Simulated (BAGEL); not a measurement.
# HF/3-21G (density fitting with qzvpp-jkfit) run of CuH2ClO (SMILES [OH2+][Cu-][Cl])

What is the vertical ionisation energy of CuH2ClO at HF/3-21G (density fitting with qzvpp-jkfit)? 

Program for the calculation: BAGEL 1.2.2.

7 further runs of the same task are left out: 5 that didn't finish, 2 set aside as unsound or not needed.

## 1. The molecule

The species is CuH2ClO (5 atoms), meant as a singlet with charge 0. As SMILES, `[OH2+][Cu-][Cl]`. The coordinates come from a PBE0-D4/def2-TZVP relaxation. This is one conformer, not always the lowest.

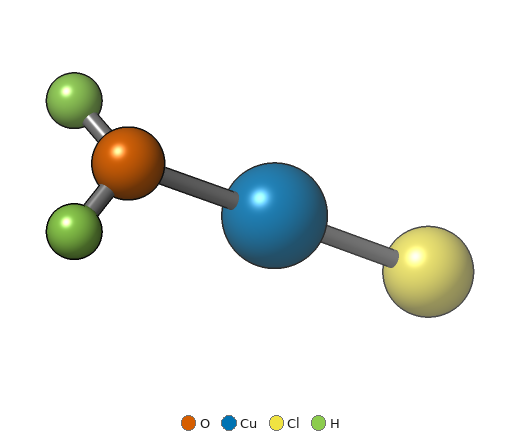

Viewed from a chosen angle; oxygen orange, copper blue, chlorine yellow, hydrogen green.

## 2. A single-point energy at HF/3-21G (density fitting with qzvpp-jkfit)

File calc.json:

```json
{ "bagel": [

{
  "title": "molecule",
  "basis": "3-21g.json",
  "df_basis": "qzvpp-jkfit",
  "angstrom": "true",
  "geometry": [
    { "atom": "O", "xyz": [   -0.651300,    0.716900,   -0.357000 ] },
    { "atom": "Cu", "xyz": [    0.713600,   -0.423800,    0.458100 ] },
    { "atom": "Cl", "xyz": [    2.150600,   -1.649200,    1.309900 ] },
    { "atom": "H", "xyz": [   -1.560200,    0.489100,   -0.137400 ] },
    { "atom": "H", "xyz": [   -0.602700,    0.793300,   -1.315100 ] }
  ]
},
{ "title": "hf" },
{ "title": "print", "file": "orbitals.molden", "orbitals": "true" }

]}
```

The basis set 3-21G is read from a file made from the Basis Set Exchange's data (not shown).

The run is started by

```sh
$ BAGEL_NUM_THREADS=1 BAGEL calc.json > calc.out
```

Standard output:

```text
* using 1 threads per process

  ===============================================================
  ===============================================================

  *** Geometry ***

  { "atom" : "O", "xyz" : [     -1.230779,      1.354745,     -0.674632 ] },
  { "atom" : "Cu", "xyz" : [      1.348509,     -0.800866,      0.865684 ] },
  { "atom" : "Cl", "xyz" : [      4.064045,     -3.116536,      2.475352 ] },
  { "atom" : "H", "xyz" : [     -2.948351,      0.924265,     -0.259648 ] },
  { "atom" : "H", "xyz" : [     -1.138938,      1.499120,     -2.485179 ] },

  Number of auxiliary basis functions:      505

  Since a DF basis is specified, we compute 2- and 3-index integrals:
    o Being stored without compression. Storage requirement is 0.011 GB

  Number of basis functions:       53
  Number of electrons      :       56

    * METHOD: MOLECULE                             0.27

  *** RHF ***

  === Nuclear Repulsion ===
   231.8257583586

      * DIIS with orbital gradients will be used.

  === RHF iteration (3-21g.json) ===
      0      -2163.35159456          0.04209336           0.07
      1      -2159.84482297          0.13680189           0.06
      2      -2163.64690139          0.01011573           0.07
      3      -2163.69241811          0.00485039           0.06
      4      -2163.70358489          0.00307050           0.06
      5      -2163.71195358          0.00158480           0.07
      6      -2163.71338144          0.00028175           0.06
      7      -2163.71344336          0.00010747           0.07
      8      -2163.71345579          0.00006093           0.07
      9      -2163.71346110          0.00003875           0.06
     10      -2163.71346452          0.00002449           0.06
     11      -2163.71346568          0.00001000           0.07
     12      -2163.71346586          0.00000299           0.06
     13      -2163.71346586          0.00000116           0.07
     14      -2163.71346586          0.00000072           0.06
     15      -2163.71346587          0.00000055           0.07
     16      -2163.71346587          0.00000038           0.07
     17      -2163.71346587          0.00000019           0.07
     18      -2163.71346587          0.00000009           0.07
     19      -2163.71346587          0.00000004           0.06
     20      -2163.71346587          0.00000001           0.07
     21      -2163.71346587          0.00000001           0.06
    * SCF iteration converged.

    * Permanent dipole moment:
           (    2.980165,    -1.839517,     1.947803) a.u.

    * METHOD: HF                                   1.63

    * METHOD: PRINT                                0.01

  ===============================================================
```

Run time: 2.1 s. Hardware: 1 thread of Intel Xeon 6975P-C (Granite Rapids), shared host; peak memory 0.093 GiB.

## 3. The doublet cation

File hf.json:

```json
{ "bagel": [

{
  "title": "molecule",
  "basis": "3-21g.json",
  "df_basis": "qzvpp-jkfit",
  "angstrom": true,
  "geometry": [
    { "atom": "O", "xyz": [   -0.651300,    0.716900,   -0.357000 ] },
    { "atom": "Cu", "xyz": [    0.713600,   -0.423800,    0.458100 ] },
    { "atom": "Cl", "xyz": [    2.150600,   -1.649200,    1.309900 ] },
    { "atom": "H", "xyz": [   -1.560200,    0.489100,   -0.137400 ] },
    { "atom": "H", "xyz": [   -0.602700,    0.793300,   -1.315100 ] }
  ]
},
{ "title": "uhf", "charge": 1, "nopen": 1 },
{ "title": "print", "file": "orbitals.molden", "orbitals": true }

]}
```

The basis set 3-21G is read from a file made from the Basis Set Exchange's data (not shown).

The run is started by

```sh
$ BAGEL_NUM_THREADS=1 BAGEL hf.json > hf.out
```

Standard output:

```text
* using 1 threads per process

  ===============================================================
  ===============================================================

  *** Geometry ***

  { "atom" : "O", "xyz" : [     -1.230779,      1.354745,     -0.674632 ] },
  { "atom" : "Cu", "xyz" : [      1.348509,     -0.800866,      0.865684 ] },
  { "atom" : "Cl", "xyz" : [      4.064045,     -3.116536,      2.475352 ] },
  { "atom" : "H", "xyz" : [     -2.948351,      0.924265,     -0.259648 ] },
  { "atom" : "H", "xyz" : [     -1.138938,      1.499120,     -2.485179 ] },

  Number of auxiliary basis functions:      505

  Since a DF basis is specified, we compute 2- and 3-index integrals:
    o Being stored without compression. Storage requirement is 0.011 GB

  Number of basis functions:       53
  Number of electrons      :       56

    * METHOD: MOLECULE                             0.27

  *** Open-shell HF ***

  === Nuclear Repulsion ===
   231.8257583586

      * DIIS with orbital gradients will be used.

  === UHF iteration (3-21g.json) ===
      0      -2163.07255988          0.08287389           0.12
      1      -2162.81357695          0.12143587           0.11
      2      -2162.69067772          0.13576295           0.12
      3      -2163.47249924          0.01034099           0.12
      4      -2163.51867586          0.01050284           0.13
      5      -2163.55299580          0.00479690           0.13
      6      -2163.55856875          0.00471376           0.12
      7      -2163.56002700          0.00093841           0.13
      8      -2163.56025663          0.00033917           0.12
      9      -2163.56027594          0.00006378           0.13
     10      -2163.56028274          0.00003066           0.12
     11      -2163.56028457          0.00002935           0.12
     12      -2163.56028546          0.00002892           0.12
     13      -2163.56028628          0.00002878           0.12
     14      -2163.56028770          0.00002846           0.08
     15      -2163.56028968          0.00002765           0.07
     16      -2163.56029231          0.00002600           0.07
     17      -2163.56030917          0.00002734           0.07
     18      -2163.56030997          0.00002625           0.07
     19      -2163.56033374          0.00005636           0.07
     20      -2163.56033675          0.00002249           0.07
     21      -2163.56033711          0.00003546           0.08
     22      -2163.56033291          0.00000744           0.09
     23      -2163.56033921          0.00001235           0.09
     24      -2163.56034138          0.00000402           0.10
     25      -2163.56034193          0.00000376           0.09
     26      -2163.56034197          0.00000326           0.08
     27      -2163.56034199          0.00000315           0.08
     28      -2163.56034201          0.00000310           0.09
     29      -2163.56034204          0.00000297           0.09
     30      -2163.56034200          0.00000277           0.09
     31      -2163.56034202          0.00000263           0.09
     32      -2163.56034212          0.00000240           0.09
     33      -2163.56034221          0.00000212           0.09
     34      -2163.56034218          0.00000189           0.08
     35      -2163.56034217          0.00000176           0.09
     36      -2163.56034224          0.00000156           0.11
     37      -2163.56034233          0.00000116           0.12
     38      -2163.56034235          0.00000072           0.12
     39      -2163.56034236          0.00000049           0.13
     40      -2163.56034237          0.00000036           0.17
     41      -2163.56034238          0.00000026           0.15
     42      -2163.56034239          0.00000020           0.12
     43      -2163.56034239          0.00000018           0.12
     44      -2163.56034239          0.00000017           0.12
     45      -2163.56034239          0.00000017           0.11
     46      -2163.56034239          0.00000016           0.13
     47      -2163.56034239          0.00000016           0.12
     48      -2163.56034239          0.00000015           0.10
     49      -2163.56034239          0.00000014           0.07
     50      -2163.56034239          0.00000014           0.07
     51      -2163.56034239          0.00000013           0.07
     52      -2163.56034239          0.00000013           0.07
     53      -2163.56034239          0.00000013           0.06
     54      -2163.56034239          0.00000013           0.10
     55      -2163.56034239          0.00000012           0.11
     56      -2163.56034239          0.00000010           0.11
     57      -2163.56034239          0.00000007           0.10
     58      -2163.56034239          0.00000005           0.09
     59      -2163.56034239          0.00000003           0.11
     60      -2163.56034239          0.00000003           0.12
     61      -2163.56034239          0.00000002           0.13
     62      -2163.56034239          0.00000002           0.13
     63      -2163.56034239          0.00000002           0.13
     64      -2163.56034239          0.00000002           0.13
     65      -2163.56034239          0.00000002           0.13
     66      -2163.56034239          0.00000002           0.13
     67      -2163.56034239          0.00000002           0.13
     68      -2163.56034239          0.00000002           0.13
     69      -2163.56034239          0.00000002           0.12
     70      -2163.56034239          0.00000001           0.12
    * SCF iteration converged.

    * S^2 (UHF) is 0.7505

    * Permanent dipole moment:
           (    3.104180,    -1.814918,     2.054952) a.u.

    * METHOD: UHF                                  7.69

    * METHOD: PRINT                                0.01

  ===============================================================
```

Wall time 8.4 s (1 thread of Intel Xeon 6975P-C (Granite Rapids), shared host); peak memory 0.094 GiB.

## 4. Summary of results

At HF/3-21G (density fitting with qzvpp-jkfit):

| quantity | value |
| --- | --- |
| singlet CuH2ClO: total energy | -2163.71347 Eh |
| singlet CuH2ClO: dipole moment | 10.19 D |
| singlet CuH2ClO: HOMO energy | -8.21 eV |
| singlet CuH2ClO: LUMO energy | 1.58 eV |
| singlet CuH2ClO: HOMO–LUMO gap | 9.79 eV |
| doublet cation: total energy | -2163.56034 Eh |
| doublet cation: ⟨S²⟩ | 0.750 |
| vertical ionisation energy (to the doublet cation), in doubt | 4.167 eV |

The vertical ionisation energy comes to 4.17 eV (96 kcal/mol). −ε(HOMO) before ionisation, 8.21 eV, is 4.04 eV above this ionisation energy. This value lies far from the orbital energy or is too small for a neutral ground state: the hole may sit in another orbital, or the first species is not in its lowest state.
